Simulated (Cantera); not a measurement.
Charge: 1 mol Si, 0.94 mol Cl₂, 0.53 mol H₂, equilibrated at 0.460 bar.

These are equilibrium values from Cantera (NASA tables, ideal gas, pure condensed phases), not measurements of a reactor. Candidate condensed phases: Si; 19 gas species. The tables' values for SiCl₃ are old estimates; treat these amounts as uncertain. The numbers say what is thermodynamically allowed, not how fast it happens.

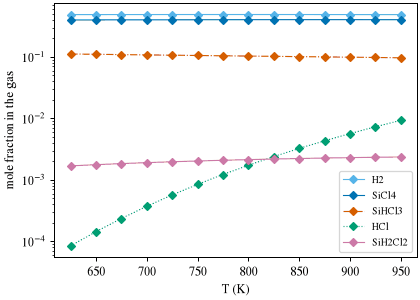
Figure: Equilibrium gas composition (values under 1e-9 drawn at 1e-9)

From 625 K to 950 K the condensed part is Si(s). The main Si-bearing gas is SiCl₄ throughout.
